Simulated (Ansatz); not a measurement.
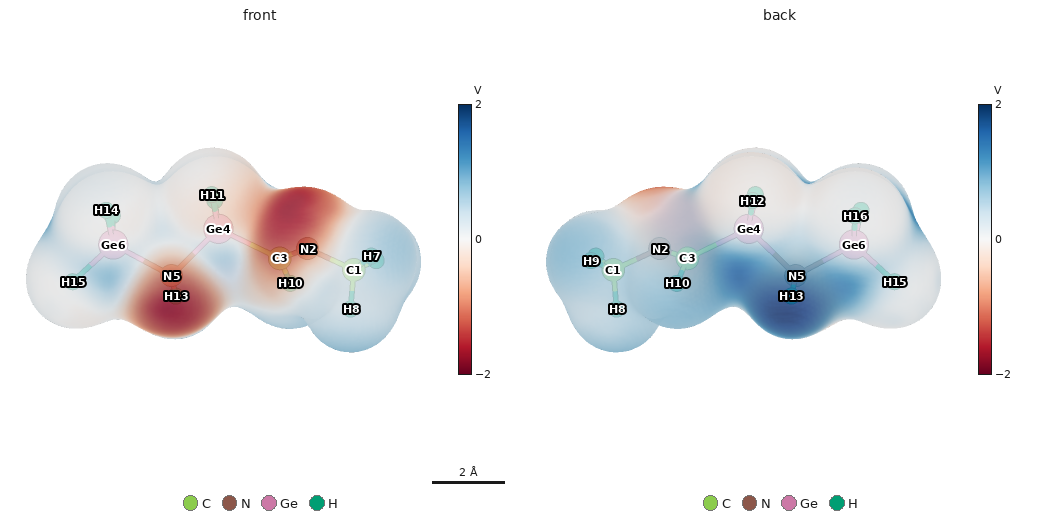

Figure 1: C$_{2}$H$_{10}$Ge$_{2}$N$_{2}$. The molecular electrostatic potential painted on the density surface at 0.002 e/bohr³, seen from the front and from behind; the colour scale runs from red (negative) to blue (positive).

Not at a stationary point (largest force 1.8 eV/Å).

Method: SCF B3LYP, Gaussian basis in Ansatz 0.2.0.

```xyz
16

C     3.5490   -0.2904    0.3182
N     2.2357    0.2946    0.2015
C     1.2521   -0.3461   -0.3214
Ge   -0.4710    0.4895   -0.4426
N    -1.7109   -0.5115    0.5255
Ge   -3.3638    0.3256    0.3160
H     4.2325    0.4405    0.7969
H     3.5050   -1.2057    0.9466
H     3.9443   -0.5456   -0.6885
H     1.3769   -1.3591   -0.6949
H    -0.3928    1.9235    0.1412
H    -0.9034    0.5571   -1.9297
H    -1.7821   -1.4405    0.0536
H    -3.2977    1.7584    0.9040
H    -4.4503   -0.4882    1.0639
H    -3.7234    0.3981   -1.1903
```

Where is the surface potential most negative and most positive?

The most negative region (about −1.6 V) lies over N2 and N5, the most positive (about +1.7 V) over H13.
